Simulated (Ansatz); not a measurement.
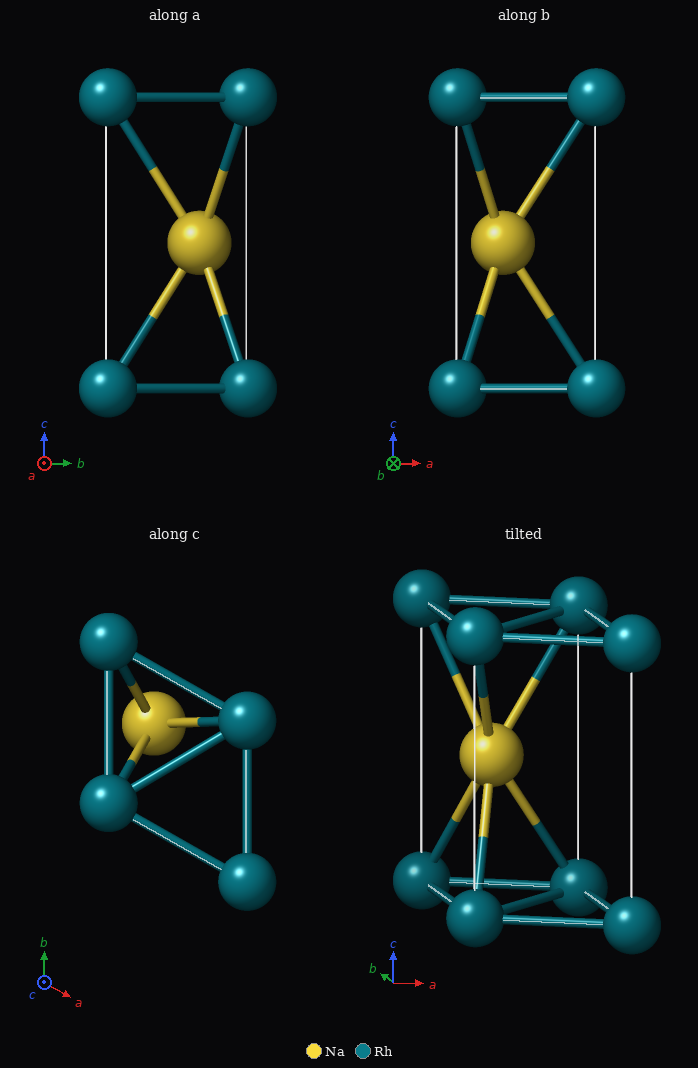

Structure drawing (ball-and-stick), viewed along the a axis, along the b axis, along the c axis and slightly off an axis. The wireframe shows the unit cell.

Lattice parameters: a = 2.7439 Å, b = 2.7759 Å, c = 5.0128 Å, α = 90.000°, β = 90.000°, γ = 119.620°.

Give the structure in the form of a CIF in P1 with every atom of the cell, with free fractional coordinates to two decimals.

Answer.
```cif
data_structure
_symmetry_space_group_name_H-M 'P 1'
_symmetry_Int_Tables_number 1
_cell_length_a 2.7439
_cell_length_b 2.7759
_cell_length_c 5.0128
_cell_angle_alpha 90.000
_cell_angle_beta 90.000
_cell_angle_gamma 119.620
_cell_volume 33.19
loop_
_atom_site_label
_atom_site_type_symbol
_atom_site_fract_x
_atom_site_fract_y
_atom_site_fract_z
_atom_site_occupancy
Na1 Na 0.33 0.67 0.50 1
Rh1 Rh 0.01 0.01 0.00 1
```

The structure comes from a structure type filled with these elements by a generator (whether the compound takes this form wasn't checked). Earlier steps of the study may have refined or changed the cell and positions. It was run through Ansatz as a DFT input.
